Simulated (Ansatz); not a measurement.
Effect of 3 layers on KBr

The reference is KBr in the rock salt structure (space group Fm-3m, No. 225; a = 6.608 Å). Axes: x, y, z lie along the cube axes.

Now apply this change: a free-standing slab of 3 layers (6 atoms, 2 a layer) is cut normal to the z axis, with 15 Å of vacuum and the in-plane cell held at bulk.

Level of theory: r2SCAN (Ansatz, a program for electronic structure; PAW; 500 eV plane waves; spin-orbit coupling left out). Settings: 7×7×1 k-points, 0.05 eV Fermi–Dirac smearing, for the changed cell.

The layer's space group (with vacuum) amounts to P4/mmm (No. 123) and the band gap increases by 0.066 eV (5.07 eV → 5.13 eV). The gap character comes out as direct at Γ and the valence-band top at Γ (three highest levels, from the VBM) becomes 0.00, 0.00, -0.05 eV (base: 0.00, 0.00, 0.00 eV). The excess energy per area of both faces (slab less bulk energy over the cell's area: twice a surface energy) is 0.27 J/m² and the thickness between the outermost nuclei amounts to 6.63 Å. The change of the spacing d12 from its bulk value of 3.304 Å amounts to -0.4 %.

Final structure:

```yaml
crystal:
  lattice:
    - [4.67272, 0.00000, 0.00000]
    - [0.00000, 4.67272, 0.00000]
    - [0.00000, 0.00000, 21.60822]
  atoms:
    - { symbol: Br, position: [0.25000, 0.75000, 0.34670] }
    - { symbol: K, position: [0.75000, 0.25000, 0.34883] }
    - { symbol: Br, position: [0.75000, 0.25000, 0.50000] }
    - { symbol: K, position: [0.25000, 0.75000, 0.50000] }
    - { symbol: Br, position: [0.25000, 0.75000, 0.65330] }
    - { symbol: K, position: [0.75000, 0.25000, 0.65117] }
```

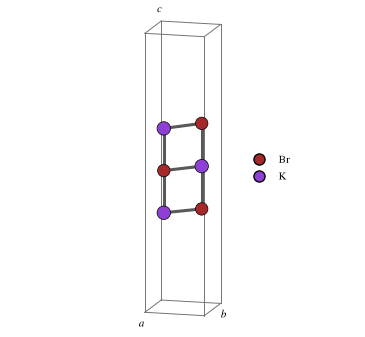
*The relaxed cell after the change*

The excess energy carries the mismatch between the slab's and the bulk's meshes. Stability against distortions was not tested. k-point labels follow each cell's own Brillouin zone.
